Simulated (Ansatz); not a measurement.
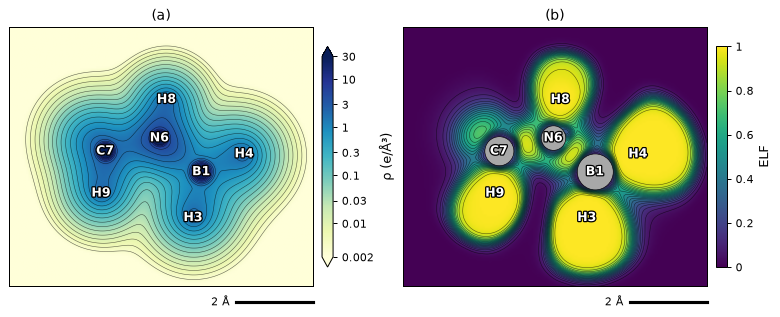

*CH6BN···HBr. (a) electron density; (b) electron localisation function on the plane of atoms H3, B1 and H4. Grey discs cover the atomic cores in the ELF map.*

Method: RKS PBE0-D4/def2-SVP (Ansatz 0.2.0).

```xyz
11

B    -0.8994   -0.9703   -0.7219
Br    0.7232    2.4938   -1.7027
H    -0.1129   -1.7945   -1.1252
H    -2.0035   -0.8392   -1.1937
H     0.0897    1.3549   -1.0924
N    -0.5119   -0.1170    0.3132
C     0.7256   -0.1544    1.0628
H    -1.1959    0.5384    0.6804
H     1.3937   -0.9053    0.6201
H     1.2410    0.8202    1.0422
H     0.5504   -0.4266    2.1172
```

Question: Interpret the plot.

Answer: The section cuts through B, H, N and C sites.
B–N (1.40 Å): the density is about 1.9 e/Å³ at the midpoint; the ELF peaks at about 0.95 between the atoms (a polar covalent bond).
C–N (1.45 Å): ρ at the midpoint is about 1.9 e/Å³; the ELF peaks at about 0.95 between the atoms: a shared electron pair.
N–H (1.02 Å): ρ is about 2.8 e/Å³ halfway; the ELF climbs to about 1 towards the hydrogen, as it does in any bond to H: an ordinary covalent bond to hydrogen.
C–H (1.10 Å): the density is about 1.9 e/Å³ at the midpoint; the ELF climbs to about 1 towards the hydrogen: a covalent bond by its length.
B–H (1.21 Å): ρ at the midpoint is about 1.2 e/Å³; the ELF climbs to about 1 towards the hydrogen; an ordinary covalent bond to hydrogen.
